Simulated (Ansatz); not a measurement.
**InH4+ (triplet): correlated methods under varied settings**

What do other methods and options give for InH4+ (triplet) at this geometry, and how long do they take?

Program: Ansatz 0.2.0, Gaussian basis. Level of theory: the settings change from run to run. These are calculated values, not measurements.

6 further runs of the same task are left out: 1 for a mislabelled method, 2 that didn't finish, 3 set aside as unsound or not needed.

## 1. The system

The geometry is a PBE0/def2-TZVP stationary point (not a proven minimum). No spin-orbit coupling is included. Elements past krypton take def2 core potentials.

5 atoms, charge 1, spin multiplicity 3.

Atoms are counted from 1 here; the program's logs count them from 0.

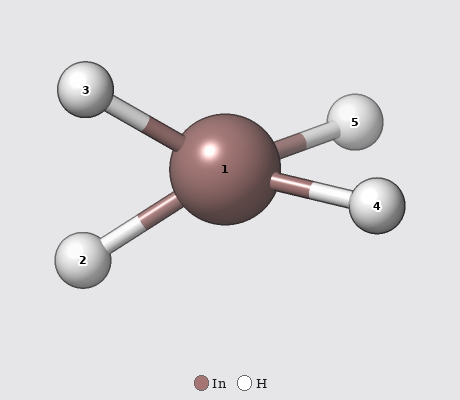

The geometry (indium brown, hydrogen white); atoms are numbered from 1 in the order of the file.

## 2. CISD/def2-SVP

The input, in.yaml:

```yaml
crystal:
  periodic: [false, false, false]
  atoms:
    - {symbol: In, position_ang: [0.000000, 0.000000, 0.000000]}
    - {symbol: H, position_ang: [0.701384, 0.715322, 1.492890]}
    - {symbol: H, position_ang: [-0.709117, -0.705291, 1.494010]}
    - {symbol: H, position_ang: [-0.706435, 0.700227, -1.497657]}
    - {symbol: H, position_ang: [0.714168, -0.710258, -1.489243]}
basis:
  gaussian: {orbitals: def2-SVP}
total_charge: 1
magnetization: {spin_polarized: false, initial_magnetization: 2}
correlation: {active_space: {ras: {orbitals: [2, 2, 33], electrons: 6, max_holes: 2, max_particles: 2}, fixed_orbitals: true}}
scf: {lower_state_search: off}
output: {forces: true}
```

On the command line:

```bash
> ansatz run in.yaml --threads 1 --pin off --events-out ev --progress --plain --max-ram 2393MiB
```

What it wrote:

```text
Functional definition: HF
  name "HF"
  cite "Fock, Z. Phys. 61, 126 (1930) doi:10.1007/BF01340294"
  parent pbe
  exchange = exact_x
  correlation = 0
these checks for a lower state are left out or cut short: starts, cluster_reference, orbital_swaps, neighbouring_geometries, increment
543 factors; integrals over basis functions are off by at most 4.8e-4 eV
mean field evaluation 1: about -5197.9230 eV, gradient 7.1e0 eV
mean field evaluation 2: about -5197.9320 eV, gradient 7.1e0 eV
mean field evaluation 4: about -5198.3399 eV, gradient 3.9e-1 eV
mean field evaluation 8: about -5198.3399 eV, gradient 2.4e-4 eV
mean field -5198.33993063 eV, -191.0354688893 hartree, gradient 2.2e-6 eV, S^2 2.000000; 0 other end points of the search recorded, 0 dependent functions left out
reference -5198.33993063 eV, -191.0354688893 hartree; 13, 11 occupied and 33, 35 virtual orbitals, 543 factors
state -5200.98118378 eV, -191.1325331524 hartree
the calculation of the forces begins
Total energy: -5200.98118378 eV, -191.1325331524 hartree
Atom 0 at     0.000000     0.000000     0.000000 Å, force    -0.000000     0.000000     0.000004 eV/Å
Atom 1 at     0.701384     0.715322     1.492890 Å, force     0.163913     0.167040     0.327126 eV/Å
Atom 2 at    -0.709117    -0.705291     1.494010 Å, force    -0.165607    -0.164842     0.327388 eV/Å
Atom 3 at    -0.706435     0.700227    -1.497657 Å, force    -0.165094     0.163661    -0.328242 eV/Å
Atom 4 at     0.714168    -0.710258    -1.489243 Å, force     0.166789    -0.165859    -0.326276 eV/Å
Dipole moment:    -0.000000     0.000000     0.000000 e Å
Checks for a lower state left out: starts, cluster_reference, orbital_swaps, neighbouring_geometries, increment
```

It took 1.7 s on 1 thread of Arm Neoverse V2, shared host.

From the report: 11,112 determinants.

## 3. BCCD on ROHF/def2-SVP

in.yaml: that of step 2 with these lines changed.

```diff
@@ -12,4 +12,3 @@
 magnetization: {spin_polarized: false, initial_magnetization: 2}
-correlation: {active_space: {ras: {orbitals: [2, 2, 33], electrons: 6, max_holes: 2, max_particles: 2}, fixed_orbitals: true}}
-scf: {lower_state_search: off}
+correlation: {method: bccd, electrons: outside_noble_gas}
 output: {forces: true}
```

Same command.

What it wrote, shortened:

```text
Functional definition: HF
  name "HF"
  cite "Fock, Z. Phys. 61, 126 (1930) doi:10.1007/BF01340294"
  parent pbe
[...]
543 factors; integrals over basis functions are off by at most 4.8e-4 eV
[...]
mean field -5198.33993063 eV, -191.0354688893 hartree, gradient 2.2e-6 eV, S^2 2.000000; 3 other end points of the search recorded, 0 dependent functions left out
[...]
determinant -5198.33993063 eV, -191.0354688893 hartree, with singles and doubles -5201.09297081 eV, -191.1366412498 hartree
determinant -5195.12501993 eV, -190.9173231001 hartree, with singles and doubles -5197.92757869 eV, -191.0203152348 hartree
9 core orbitals not correlated: weight in the atoms' cores, before any rotation towards them, 0.994 or more for the frozen orbitals, at most 0.005 for the correlated occupied ones
reference -5198.33993063 eV, -191.0354688893 hartree; 4, 2 occupied and 33, 35 virtual orbitals, 543 factors
second order -1.83019730 eV of doubles, -0.22357305 eV of singles
cycle   1  -2.71007965 eV  change   -1.2e-1 eV  update   2.0e-2
[...]
cycle  11  -2.71844843 eV  change   -2.8e-7 eV  update   3.1e-7
[...]
Total energy: -5201.05837906 eV, -191.1353700266 hartree
Atom 0 at     0.000000     0.000000     0.000000 Å, force    -0.000000     0.000000     0.000004 eV/Å
Atom 1 at     0.701384     0.715322     1.492890 Å, force     0.167036     0.170207     0.330592 eV/Å
Atom 2 at    -0.709117    -0.705291     1.494010 Å, force    -0.168749    -0.167986     0.330858 eV/Å
Atom 3 at    -0.706435     0.700227    -1.497657 Å, force    -0.168240     0.166781    -0.331729 eV/Å
Atom 4 at     0.714168    -0.710258    -1.489243 Å, force     0.169953    -0.169003    -0.329725 eV/Å
Dipole moment:    -0.000000    -0.000000     0.000000 e Å
```

Run time: 2.6 s. Hardware: 1 thread of Arm Neoverse V2, shared host.

From the report: correlation -2.7184 eV; largest double amplitude 0.08.

## 4. CCSDT on UHF/def2-mTZVP

in.yaml: that of step 3 with these lines changed.

```diff
@@ -9,6 +9,6 @@
 basis:
-  gaussian: {orbitals: def2-SVP}
+  gaussian: {orbitals: def2-mTZVP, point_charges: [{charge: 1.00, position_ang: [5.132, -0.359, -0.459]}]}
 total_charge: 1
-magnetization: {spin_polarized: false, initial_magnetization: 2}
-correlation: {method: bccd, electrons: outside_noble_gas}
-output: {forces: true}
+magnetization: {spin_polarized: true, initial_magnetization: 2}
+correlation: {method: ccsdt, electrons: outside_noble_gas, diis_vectors: 2}
+accuracy: high
```

The command is unchanged.

What it wrote, shortened:

```text
Functional definition: HF
  name "HF"
  cite "Fock, Z. Phys. 61, 126 (1930) doi:10.1007/BF01340294"
  parent pbe
[...]
1075 factors; integrals over basis functions are off by at most 3.0e-9 eV
[...]
mean field -5196.01859090 eV, -190.9501612277 hartree, gradient 1.3e-8 eV, S^2 2.066325; 2 other end points of the search recorded, 0 dependent functions left out
determinant -5196.01859090 eV, -190.9501612277 hartree, with singles and doubles -5197.96746592 eV, -191.0217810637 hartree
determinant -5192.87858373 eV, -190.8347680926 hartree, with singles and doubles -5195.06119002 eV, -190.9149773944 hartree
determinant -5192.63516452 eV, -190.8258226015 hartree, with singles and doubles -5194.93430745 eV, -190.9103145459 hartree
9 core orbitals not correlated: weight in the atoms' cores, before any rotation towards them, 0.994 or more for the frozen orbitals, at most 0.005 for the correlated occupied ones
reference -5196.01859090 eV, -190.9501612277 hartree; 4, 2 occupied and 35, 37 virtual orbitals, 1075 factors
second order -1.24658285 eV of doubles, -0.00000000 eV of singles
cycle   1  -1.61064573 eV  change   -3.6e-1 eV  update   6.9e-2
[...]
cycle  37  -2.02603510 eV  change  -9.3e-11 eV  update  5.5e-10
Total energy: -5198.04462600 eV, -191.0246166443 hartree
```

It took 23 s on 1 thread of Arm Neoverse V2, shared host.

From the report: ⟨S²⟩ of the determinant 2.066 (pure triplet: 2.00); correlation -2.0260 eV; T1 0.028; largest double amplitude 0.05.

## 5. HF/def2-SVP

The input, in.yaml:

```yaml
crystal:
  periodic: [false, false, false]
  atoms:
    - {symbol: In, position_ang: [0.000000, 0.000000, 0.000000]}
    - {symbol: H, position_ang: [0.701384, 0.715322, 1.492890]}
    - {symbol: H, position_ang: [-0.709117, -0.705291, 1.494010]}
    - {symbol: H, position_ang: [-0.706435, 0.700227, -1.497657]}
    - {symbol: H, position_ang: [0.714168, -0.710258, -1.489243]}
basis:
  gaussian: {orbitals: def2-SVP}
total_charge: 1
magnetization: {spin_polarized: false, initial_magnetization: 2}
hamiltonian: {xc: hf}
output: {orbitals: {seedname: orbitals}}
```

Same command.

What it wrote:

```text
Functional definition: HF
  name "HF"
  cite "Fock, Z. Phys. 61, 126 (1930) doi:10.1007/BF01340294"
  parent pbe
  exchange = exact_x
  correlation = 0
543 factors; integrals over basis functions are off by at most 4.8e-4 eV
mean field evaluation 1: about -5197.9230 eV, gradient 7.1e0 eV
mean field evaluation 2: about -5197.9320 eV, gradient 7.1e0 eV
mean field evaluation 4: about -5198.3399 eV, gradient 3.9e-1 eV
mean field evaluation 8: about -5198.3399 eV, gradient 2.3e-4 eV
mean field evaluation 16: about -5198.2684 eV, gradient 1.2e0 eV
mean field evaluation 32: about -5196.5710 eV, gradient 9.1e0 eV
mean field -5198.33993063 eV, -191.0354688893 hartree, gradient 5.5e-6 eV, S^2 2.000000; 0 other end points of the search recorded, 0 dependent functions left out
reference -5198.33993063 eV, -191.0354688893 hartree; 13, 11 occupied and 33, 35 virtual orbitals, 543 factors
Total energy: -5198.33993063 eV, -191.0354688893 hartree
```

It took 0.39 s on 1 thread of Arm Neoverse V2, shared host.

## 6. CCSD(T)/def2-mTZVP

in.yaml: that of step 5 with these lines changed.

```diff
@@ -9,6 +9,7 @@
 basis:
-  gaussian: {orbitals: def2-SVP}
+  gaussian: {orbitals: def2-mTZVP}
 total_charge: 1
-magnetization: {spin_polarized: false, initial_magnetization: 2}
-hamiltonian: {xc: hf}
-output: {orbitals: {seedname: orbitals}}
+magnetization: {spin_polarized: true, initial_magnetization: 2}
+hamiltonian: {xc: {name: B3LYP}}
+correlation: {method: ccsd_t, electrons: outside_noble_gas}
+accuracy: high
```

Launched as before.

What it wrote, shortened:

```text
Functional definition: B3LYP
  name "B3LYP"
  cite "Stephens, Devlin, Chabalowski & Frisch, J. Phys. Chem. 98, 11623 (1994) doi:10.1021/j100096a001"
  cite "Becke, Phys. Rev. A 38, 3098 (1988) doi:10.1103/PhysRevA.38.3098"
  cite "Lee, Yang & Parr, Phys. Rev. B 37, 785 (1988) doi:10.1103/PhysRevB.37.785"
  cite "Vosko, Wilk & Nusair, Can. J. Phys. 58, 1200 (1980) doi:10.1139/p80-159"
[...]
1073 factors; integrals over basis functions are off by at most 3.0e-9 eV
[...]
mean field -5227.43751498 eV, -192.1047853911 hartree, gradient 2.4e-8 eV, S^2 2.016044; 0 other end points of the search recorded, 0 dependent functions left out
9 core orbitals not correlated: weight in the atoms' cores, before any rotation towards them, 0.993 or more for the frozen orbitals, at most 0.005 for the correlated occupied ones
reference -5198.21586950 eV, -191.0309097267 hartree; 4, 2 occupied and 35, 37 virtual orbitals, 1073 factors
second order -1.48239634 eV of doubles, -0.24894345 eV of singles
cycle   1  -2.08017425 eV  change   -3.5e-1 eV  update   6.0e-2
[...]
cycle  22  -2.32094006 eV  change   4.9e-10 eV  update  3.1e-10
perturbative correction -0.04970213 eV, -0.0018265197 hartree
Total energy: -5200.58651169 eV, -191.1180292205 hartree
```

Wall time 5.5 s (1 thread of Arm Neoverse V2, shared host).

From the report: ⟨S²⟩ of the determinant 2.016 (pure triplet: 2.00); correlation -2.3706 eV; T1 0.022; largest double amplitude 0.08. The orbitals are Kohn-Sham ones, so correlation energy and T1 don't compare with those on Hartree-Fock orbitals.

## 7. All runs side by side

Where basis and cores are those of an earlier FCI/def2-SVP run (-5201.1286 eV), and the state is the same kind, the miss against it is given.

```
                                          level         correlated  functions  energy (eV)  from FCI (meV)    time
                                  CISD/def2-SVP  outside noble gas         46   -5200.9812           147.4   1.7 s
                          BCCD on ROHF/def2-SVP  outside noble gas         46   -5201.0584            70.2   2.6 s
CCSDT on UHF/def2-mTZVP (beside a point charge)  outside noble gas         48   -5198.0446                    23 s
                                    HF/def2-SVP                            46   -5198.3399          2788.6  0.39 s
         CCSD(T)/def2-mTZVP (on B3LYP orbitals)  outside noble gas         48   -5200.5865                   5.5 s
```

## 8. Outcome

```
quantity                                                  value
    runs                                                      5
quickest                                    HF/def2-SVP, 0.39 s
 slowest  CCSDT on UHF/def2-mTZVP (beside a point charge), 23 s
```

In words: Total energies in different bases, with other cores or another treatment of relativity can't be set against each other. CCSDT on UHF/def2-mTZVP (beside a point charge) took 59 times as long as HF/def2-SVP; the jobs differ in more than the method. Among the correlated runs with a miss given, it spans +70 to +147 meV. Hartree-Fock, CASSCF and CASCI lack dynamic correlation by design.
